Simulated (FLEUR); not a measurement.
# MnB: parallel and opposed starts, part 2 of 2

Aim: find out whether MnB carries moments, and which collinear order costs least.

FLEUR MaX-R8.1; PBEsol; all-electron FLAPW, Dirac cores, scalar-relativistic bands.

So far. Step 2 (Start 1: ferro ++++): After 24 cycles the largest moment stands at 1.96 μB.

### 3. Start 2: antiferro +--+

Reversing part of the moments tests the sign of the couplings between them.

inp.xml

```
<?xml version="1.0" encoding="UTF-8" standalone="no"?>
<fleurInput fleurInputVersion="0.39">
   <comment>
      MnB
   </comment>
   <calculationSetup>
      <cutoffs Kmax="3.61" Gmax="10.8" GmaxXC="10.8" numbands="0"/>
      <scfLoop itmax="90" minDistance="0.00002" maxIterBroyd="15" imix="Anderson" alpha="0.05" precondParam="0.0" spinf="2.0" sdNocoIR="T"/>
      <coreElectrons ctail="T" frcor="F" kcrel="0" coretail_lmax="0"/>
      <xcFunctional name="PBEs" relativisticCorrections="F"/>
      <magnetism jspins="2"/>
      <soc l_soc="F" theta="0.0" phi="0.0" spav="F"/>
      <expertModes spex="0" secvar="F"/>
      <geometryOptimization l_f="F" forcealpha="1.0" forcemix="BFGS" epsdisp="0.00001" epsforce="0.00001"/>
      <ldaU l_linMix="F" mixParam="0.05" spinf="1.0"/>
   </calculationSetup>
   <cell>
      <bzIntegration valenceElectrons="72.0" mode="hist" fermiSmearingEnergy="0.00293995">
         <kPointListSelection listName="default-1"/>
         <xi:include xmlns:xi="http://www.w3.org/2001/XInclude" href="kpts.xml"> </xi:include>
      </bzIntegration>
      <xi:include xmlns:xi="http://www.w3.org/2001/XInclude" href="sym.xml"> </xi:include>
      <bulkLattice scale="1.0">
         <bravaisMatrix>
            <row-1>   10.5128903613044766     0.0000000000000000     0.0000000000000000</row-1>
            <row-2>    0.0000000000000000     5.6254312140155101     0.0000000000000000</row-2>
            <row-3>    0.0000000000000000     0.0000000000000000     7.8371534421644764</row-3>
         </bravaisMatrix>
      </bulkLattice>
   </cell>
   <atomSpecies>
      <species name="Manganese 3.501" element="Mn" atomicNumber="25">
         <mtSphere radius="2.37" gridPoints="783" logIncrement="0.016"/>
         <atomicCutoffs lmax="8" lnonsphr="6"/>
         <electronConfig flipSpins="F">
            <coreConfig>(1s1/2) (2s1/2) (2p1/2) (2p3/2)</coreConfig>
            <valenceConfig>(3s1/2) (3p1/2) (3p3/2) (4s1/2) (3d3/2) (3d5/2)</valenceConfig>
            <stateOccupation state="(3d3/2)" spinUp="1.2505" spinDown="0.7495"/>
            <stateOccupation state="(3d5/2)" spinUp="3.0" spinDown="0.0"/>
         </electronConfig>
         <energyParameters s="4" p="4" d="3" f="4"/>
         <lo type="SCLO" l="0" n="3" eDeriv="0"/>
         <lo type="SCLO" l="1" n="3" eDeriv="0"/>
      </species>
      <species name="Manganese -3.501" element="Mn" atomicNumber="25">
         <mtSphere radius="2.37" gridPoints="783" logIncrement="0.016"/>
         <atomicCutoffs lmax="8" lnonsphr="6"/>
         <electronConfig flipSpins="F">
            <coreConfig>(1s1/2) (2s1/2) (2p1/2) (2p3/2)</coreConfig>
            <valenceConfig>(3s1/2) (3p1/2) (3p3/2) (4s1/2) (3d3/2) (3d5/2)</valenceConfig>
            <stateOccupation state="(3d3/2)" spinUp="0.7495" spinDown="1.2505"/>
            <stateOccupation state="(3d5/2)" spinUp="0.0" spinDown="3.0"/>
         </electronConfig>
         <energyParameters s="4" p="4" d="3" f="4"/>
         <lo type="SCLO" l="0" n="3" eDeriv="0"/>
         <lo type="SCLO" l="1" n="3" eDeriv="0"/>
      </species>
      <species name="Boron (B)" element="B" atomicNumber="5">
         <mtSphere radius="1.66" gridPoints="549" logIncrement="0.019"/>
         <atomicCutoffs lmax="6" lnonsphr="4"/>
         <electronConfig flipSpins="F">
            <coreConfig>(1s1/2)</coreConfig>
            <valenceConfig>(2s1/2) (2p1/2) (2p3/2)</valenceConfig>
            <stateOccupation state="(2p1/2)" spinUp="0.166667" spinDown="0.166667"/>
            <stateOccupation state="(2p3/2)" spinUp="0.333333" spinDown="0.333333"/>
         </electronConfig>
         <energyParameters s="2" p="2" d="3" f="4"/>
      </species>
   </atomSpecies>
   <atomGroups>
      <atomGroup species="Manganese 3.501">
         <relPos label="                   1">.1758800000 1.000/4.000 .1208300000</relPos>
         <relPos label="                   4">-.1758800000 -1.000/4.000 -.1208300000</relPos>
         <force calculate="T" relaxXYZ="TTT"/>
      </atomGroup>
      <atomGroup species="Manganese -3.501">
         <relPos label="                   2">.3241200000 -1.000/4.000 -.3791700000</relPos>
         <relPos label="                   3">-.3241200000 1.000/4.000 .3791700000</relPos>
         <force calculate="T" relaxXYZ="TTT"/>
      </atomGroup>
      <atomGroup species="Boron (B)">
         <relPos label="                   5">.0341000000 1.000/4.000 -.3872000000</relPos>
         <relPos label="                   8">-.0341000000 -1.000/4.000 .3872000000</relPos>
         <force calculate="T" relaxXYZ="TTT"/>
      </atomGroup>
      <atomGroup species="Boron (B)">
         <relPos label="                   6">.4659000000 -1.000/4.000 .1128000000</relPos>
         <relPos label="                   7">-.4659000000 1.000/4.000 -.1128000000</relPos>
         <force calculate="T" relaxXYZ="TTT"/>
      </atomGroup>
   </atomGroups>
   <output dos="F" band="F" slice="F">
      <bandDOS minEnergy="-.5*Htr" maxEnergy="0.5*Htr" sigma="0.015" storeEVData="T"/>
      <plotting iplot="0" polar="F">
         <plot TwoD="T" vec1="  1.0  0.0  0.0" vec2="  0.0  1.0  0.0" vec3="  0.0  0.0  1.0" zero="  0.0  0.0  0.0" file="plot"/>
      </plotting>
      <moessbauerParams electricFieldGradient="F" isomerShift="F" coreHyperfine="F" valenceHyperfine="F"/>
   </output>
</fleurInput>
```

crystal.txt

```
MnB
&input film=F cartesian=F /
5.56318200000  0.00000000000  0.00000000000
0.00000000000  2.97685000000  0.00000000000
0.00000000000  0.00000000000  4.14724300000
1.8897261246
1.0 1.0 1.0

8
25 0.17588000000  0.25000000000  0.12083000000 : 3.501
25 0.32412000000  0.75000000000  0.62083000000 : -3.501
25 0.67588000000  0.25000000000  0.37917000000 : -3.501
25 0.82412000000  0.75000000000  0.87917000000 : 3.501
5 0.03410000000  0.25000000000  0.61280000000
5 0.46590000000  0.75000000000  0.11280000000
5 0.53410000000  0.25000000000  0.88720000000
5 0.96590000000  0.75000000000  0.38720000000

&kpt div1=6 div2=10 div3=8 gamma=T /
```

Started as:

```console
OMP_NUM_THREADS=1 inpgen -f crystal.txt > inpgen.log  # inp.xml is then edited as shown
OMP_NUM_THREADS=1 mpirun -n 4 fleur_MPI > fleur.log
```

What it wrote:

```text
[banner, memory and clock lines left out]
Welcome to FLEUR        (www.flapw.de)
      MaX-Release 8.1          (www.max-centre.eu)

 ========== k-point set info ==========
 Selected k-point list: default-1
 k-point list type: mesh
 6 x 10 x 8
 Number of k points: 156

 ------------Calculation Setup---------------------------
 Number of PE/node        :            4
 Number of OMP-threads    :            1
 k-points in parallel     :            4
 pe's per k-point         :            1
 No of k-point loops      :           39
 Eigenvalue solver        :       lapack
 Number of basis functions:          436
 Approximate size of matrices (H+S) per k-point:         0.003 GB
 Iteration:     1   Distance:      26.17472536 me/bohr^3
 Iteration:     2   Distance:      23.46496476 me/bohr^3
 Iteration:     3   Distance:      16.79374496 me/bohr^3
 Iteration:     4   Distance:      17.67380187 me/bohr^3
 Iteration:     5   Distance:      11.73926922 me/bohr^3
 Iteration:     6   Distance:      10.02246059 me/bohr^3
 Iteration:     7   Distance:       5.62106689 me/bohr^3
 Iteration:     8   Distance:       4.89221030 me/bohr^3
 Iteration:     9   Distance:       1.77078349 me/bohr^3
 Iteration:    10   Distance:       1.82586944 me/bohr^3
[... 19 iterations left out ...]
 Iteration:    30   Distance:       0.00014782 me/bohr^3
 Iteration:    31   Distance:       0.00014304 me/bohr^3
 Iteration:    32   Distance:       0.00010825 me/bohr^3
 Iteration:    33   Distance:       0.00009706 me/bohr^3
 Iteration:    34   Distance:       0.00007997 me/bohr^3
 Iteration:    35   Distance:       0.00007194 me/bohr^3
 Iteration:    36   Distance:       0.00006663 me/bohr^3
 Iteration:    37   Distance:       0.00005377 me/bohr^3
 Iteration:    38   Distance:       0.00004284 me/bohr^3
 Iteration:    39   Distance:       0.00001968 me/bohr^3

 ********************************************************************
 Run finished successfully
 Stop message:
   all done
 ********************************************************************

--- out.xml (last complete iteration) ---
<iteration numberForCurrentRun="   39" overallNumber="   39">
         [... left out ...]
         <bandgap value="0.0001333249" units="eV"/>
         <sumValenceSingleParticleEnergies value="-42.2384217815" units="Htr"/>
         <FermiEnergy value="0.4040671968" units="Htr"/>
         <valenceDensity>
            <mtCharges spin="1">
               <mtCharge atomType="1" total="7.7679762" s="1.1833381" p="3.2595621" d="3.2950868" f="0.0246721"/>
               <mtCharge atomType="2" total="6.4380280" s="1.1757258" p="3.2498170" d="1.9830349" f="0.0240020"/>
               <mtCharge atomType="3" total="0.8517965" s="0.2941280" p="0.5304989" d="0.0240321" f="0.0026849"/>
               <mtCharge atomType="4" total="0.8588051" s="0.2965539" p="0.5355902" d="0.0235903" f="0.0026323"/>
            </mtCharges>
            <mtCharges spin="2">
               <mtCharge atomType="1" total="6.4378782" s="1.1757241" p="3.2498156" d="1.9828875" f="0.0240024"/>
               <mtCharge atomType="2" total="7.7678347" s="1.1833377" p="3.2595616" d="3.2949464" f="0.0246718"/>
               <mtCharge atomType="3" total="0.8588136" s="0.2965560" p="0.5355969" d="0.0235901" f="0.0026322"/>
               <mtCharge atomType="4" total="0.8518069" s="0.2941308" p="0.5305072" d="0.0240316" f="0.0026848"/>
            </mtCharges>
            <spinDependentCharge spin="1" total="36.0002748" interstitial="4.1670634" mtSpheres="31.8332113"/>
            <spinDependentCharge spin="2" total="35.9997252" interstitial="4.1670585" mtSpheres="31.8326668"/>
            <totalCharge value="72.0000000000"/>
         </valenceDensity>
         [... left out ...]
         <magneticMomentsInMTSpheres units="muBohr">
            <globalMagMoment atomType="1" vec="0.00000   0.00000   1.33010"/>
            <localMagMoment atomType="1" vec="0.00000   0.00000   1.33010"/>
            <globalMagMoment atomType="2" vec="0.00000   0.00000  -1.32981"/>
            <localMagMoment atomType="2" vec="0.00000   0.00000  -1.32981"/>
            <globalMagMoment atomType="3" vec="0.00000   0.00000  -0.00702"/>
            <localMagMoment atomType="3" vec="0.00000   0.00000  -0.00702"/>
            <globalMagMoment atomType="4" vec="0.00000   0.00000   0.00700"/>
            <localMagMoment atomType="4" vec="0.00000   0.00000   0.00700"/>
         </magneticMomentsInMTSpheres>
         [... left out ...]
         <totalEnergy value="    -4729.2467005842" units="Htr">
            <sumOfEigenvalues value="    -2725.7721476182">
               <coreElectrons value="-2683.5337258368"/>
               <valenceElectrons value="-42.2384217815"/>
            </sumOfEigenvalues>
            <densityCoulombPotentialIntegral value="-7222.9106255393"/>
            <densityEffectivePotentialIntegral value="-7511.4618313376"/>
            <chargeDenXCDenIntegral value="-220.5271466163"/>
            <FockExchangeEnergyValence value="0.0000000000"/>
            <FockExchangeEnergyCore value="0.0000000000"/>
         [... left out ...]
            <tkbTimesEntropy value="0.0061341416"/>
            <freeEnergy value="-4729.2528347259"/>
            <extrapolationTo0K value="-4729.2497676551"/>
         </totalEnergy>
         <densityConvergence units="me/bohr^3">
            <chargeDensity spin="1" distance="0.0000107312"/>
            <chargeDensity spin="2" distance="0.0000121830"/>
            <overallChargeDensity distance="0.0000118257"/>
            <spinDensity distance="0.0000196804"/>
         </densityConvergence>
      </iteration>
```

Elapsed: 7.6 min, on 4 MPI ranks of Arm Neoverse N1, shared host; peak memory 0.45 GiB.

Spin moment in the muffin-tin sphere by atom:

| atom | spin moment in the muffin-tin sphere (μB) |
| --- | --- |
| Mn1 | 1.33 |
| Mn2 | -1.33 |
| Mn3 | -1.33 |
| Mn4 | 1.33 |
| B5 | -0.01 |
| B6 | 0.01 |
| B7 | 0.01 |
| B8 | -0.01 |

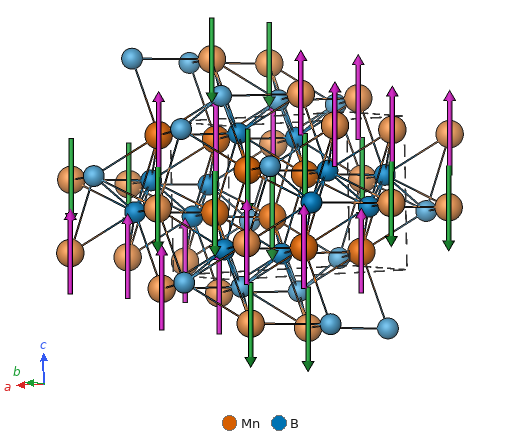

Spin moment in the muffin-tin sphere as arrows, the longest 1.33 μB. Up and down stand for the sign. Arrows give size and sign along the axis of quantisation, drawn up and down the page. The two directions have two colours. 1×2×1 cells are drawn. Some periodic images of atoms are drawn too.

Numbers from this step:

* free energy: -128689.5255 eV
* program's band gap on this mesh (in a metal only a level spacing): 1.33e-4 eV
* magnetization: 0 μB
* final state: antiferromagnetic

It lies 162 meV a seeded atom over the first start, and its largest moment is 1.33 μB against 1.96 μB.

### 4. Order 3, typed as no spin polarisation

Without spin polarisation no moment can form, so the difference from the other runs is what forming moments gains.

Edit inp.xml of step 3 so:

```diff
@@ -10,3 +10,3 @@
       <xcFunctional name="PBEs" relativisticCorrections="F"/>
-      <magnetism jspins="2"/>
+      <magnetism jspins="1"/>
       <soc l_soc="F" theta="0.0" phi="0.0" spav="F"/>
@@ -31,3 +31,3 @@
    <atomSpecies>
-      <species name="Manganese 3.501" element="Mn" atomicNumber="25">
+      <species name="Manganese (Mn)" element="Mn" atomicNumber="25">
          <mtSphere radius="2.37" gridPoints="783" logIncrement="0.016"/>
@@ -37,17 +37,4 @@
             <valenceConfig>(3s1/2) (3p1/2) (3p3/2) (4s1/2) (3d3/2) (3d5/2)</valenceConfig>
-            <stateOccupation state="(3d3/2)" spinUp="1.2505" spinDown="0.7495"/>
-            <stateOccupation state="(3d5/2)" spinUp="3.0" spinDown="0.0"/>
-         </electronConfig>
-         <energyParameters s="4" p="4" d="3" f="4"/>
-         <lo type="SCLO" l="0" n="3" eDeriv="0"/>
-         <lo type="SCLO" l="1" n="3" eDeriv="0"/>
-      </species>
-      <species name="Manganese -3.501" element="Mn" atomicNumber="25">
-         <mtSphere radius="2.37" gridPoints="783" logIncrement="0.016"/>
-         <atomicCutoffs lmax="8" lnonsphr="6"/>
-         <electronConfig flipSpins="F">
-            <coreConfig>(1s1/2) (2s1/2) (2p1/2) (2p3/2)</coreConfig>
-            <valenceConfig>(3s1/2) (3p1/2) (3p3/2) (4s1/2) (3d3/2) (3d5/2)</valenceConfig>
-            <stateOccupation state="(3d3/2)" spinUp="0.7495" spinDown="1.2505"/>
-            <stateOccupation state="(3d5/2)" spinUp="0.0" spinDown="3.0"/>
+            <stateOccupation state="(3d3/2)" spinUp="1.000000" spinDown="1.000000"/>
+            <stateOccupation state="(3d5/2)" spinUp="1.500000" spinDown="1.500000"/>
          </electronConfig>
@@ -70,10 +57,7 @@
    <atomGroups>
-      <atomGroup species="Manganese 3.501">
+      <atomGroup species="Manganese (Mn)">
          <relPos label="                   1">.1758800000 1.000/4.000 .1208300000</relPos>
-         <relPos label="                   4">-.1758800000 -1.000/4.000 -.1208300000</relPos>
-         <force calculate="T" relaxXYZ="TTT"/>
-      </atomGroup>
-      <atomGroup species="Manganese -3.501">
          <relPos label="                   2">.3241200000 -1.000/4.000 -.3791700000</relPos>
          <relPos label="                   3">-.3241200000 1.000/4.000 .3791700000</relPos>
+         <relPos label="                   4">-.1758800000 -1.000/4.000 -.1208300000</relPos>
          <force calculate="T" relaxXYZ="TTT"/>
@@ -82,8 +66,5 @@
          <relPos label="                   5">.0341000000 1.000/4.000 -.3872000000</relPos>
-         <relPos label="                   8">-.0341000000 -1.000/4.000 .3872000000</relPos>
-         <force calculate="T" relaxXYZ="TTT"/>
-      </atomGroup>
-      <atomGroup species="Boron (B)">
          <relPos label="                   6">.4659000000 -1.000/4.000 .1128000000</relPos>
          <relPos label="                   7">-.4659000000 1.000/4.000 -.1128000000</relPos>
+         <relPos label="                   8">-.0341000000 -1.000/4.000 .3872000000</relPos>
          <force calculate="T" relaxXYZ="TTT"/>
```

crystal.txt

```
MnB
&input film=F cartesian=F /
5.56318200000  0.00000000000  0.00000000000
0.00000000000  2.97685000000  0.00000000000
0.00000000000  0.00000000000  4.14724300000
1.8897261246
1.0 1.0 1.0

8
25 0.17588000000  0.25000000000  0.12083000000
25 0.32412000000  0.75000000000  0.62083000000
25 0.67588000000  0.25000000000  0.37917000000
25 0.82412000000  0.75000000000  0.87917000000
5 0.03410000000  0.25000000000  0.61280000000
5 0.46590000000  0.75000000000  0.11280000000
5 0.53410000000  0.25000000000  0.88720000000
5 0.96590000000  0.75000000000  0.38720000000

&kpt div1=6 div2=10 div3=8 gamma=T /
```

What it wrote:

```text
[banner, memory and clock lines left out]
Welcome to FLEUR        (www.flapw.de)
      MaX-Release 8.1          (www.max-centre.eu)

 ========== k-point set info ==========
 Selected k-point list: default-1
 k-point list type: mesh
 6 x 10 x 8
 Number of k points: 120

 [... set-up left out ...]
 Iteration:     1   Distance:      25.52518543 me/bohr^3
 Iteration:     2   Distance:      19.34153001 me/bohr^3
 Iteration:     3   Distance:       7.93803560 me/bohr^3
 Iteration:     4   Distance:       7.36254381 me/bohr^3
 Iteration:     5   Distance:       3.62556420 me/bohr^3
[...]
<FermiEnergy value="0.4041731179" units="Htr"/>
         [... left out ...]
         <totalEnergy value="    -4729.2371801163" units="Htr">
            <sumOfEigenvalues value="    -2726.0869338233">
               <coreElectrons value="-2683.7689935515"/>
               <valenceElectrons value="-42.3179402718"/>
            </sumOfEigenvalues>
         [... left out ...]
            <freeEnergy value="-4729.2462238212"/>
            <extrapolationTo0K value="-4729.2417019687"/>
         </totalEnergy>
         <densityConvergence units="me/bohr^3">
            <chargeDensity spin="1" distance="0.0000105820"/>
         </densityConvergence>
      </iteration>
```

It took 85 s on 4 MPI ranks; peak memory 0.24 GiB.

Read from the output:

```
free energy                                                       : -128689.3456 eV
program's band gap on this mesh (in a metal only a level spacing) : 0.003448 eV
final state                                                       : non-magnetic (no spin polarisation)
```

It lies 207 meV a seeded atom over the first start.

### 5. Ranking

Free energies are divided by the number of seeded atoms.

Orders:

| start | final state | typed order kept | energy over the lowest (meV a seeded atom) | largest sphere moment (μB) | net moment (μB a primitive cell) | mesh matched | CPU time (s) |
| --- | --- | --- | --- | --- | --- | --- | --- |
| ferro ++++ | ferromagnetic, with opposed induced moments | yes | 0 | 1.963 | 7.476 | yes | 798.8 |
| antiferro +--+ | antiferromagnetic | yes | 161.9 | 1.33 | 5.50e-4 | yes | 1818 |
| no spin polarisation | non-magnetic | - | 206.9 | 0 | 0 | yes | 338.4 |

### 6. Summary of results

```json
{
 "lowest state found": "ferromagnetic (typed ferro ++++)",
 "largest site spin moment": "1.96 μB",
 "next finished state": "antiferromagnetic, 162 meV a seeded atom higher",
 "energy gained by spin polarisation": "207 meV a seeded atom"
}
```

**Reading.** The lowest state found is ferromagnetic, reached from the start ferro ++++, with moments up to 1.96 μB. The next finished state costs 162 meV a seeded atom. This is the lowest of 3 finished starts, no proof of the ground state. With 4 seeded atoms in the first cell, sign patterns within that cell may remain untried.

[Logs and program files are shortened in this print: banners, set-up blocks, solver, clock and traceback lines can be left out without a mark of their own.]

[Logs are printed without paths, hosts, clocks, repeated set-up lines and the standing remarks that a program may print on its own settings, such as how far it seeks lower states.]

[Hosts, paths, dates, database ids (printed as entryN), source tags and the programs' standing remarks are cut or masked in the printed files.]

[Where a cell is said to come from a database of computed structures, the database is the Materials Project.]
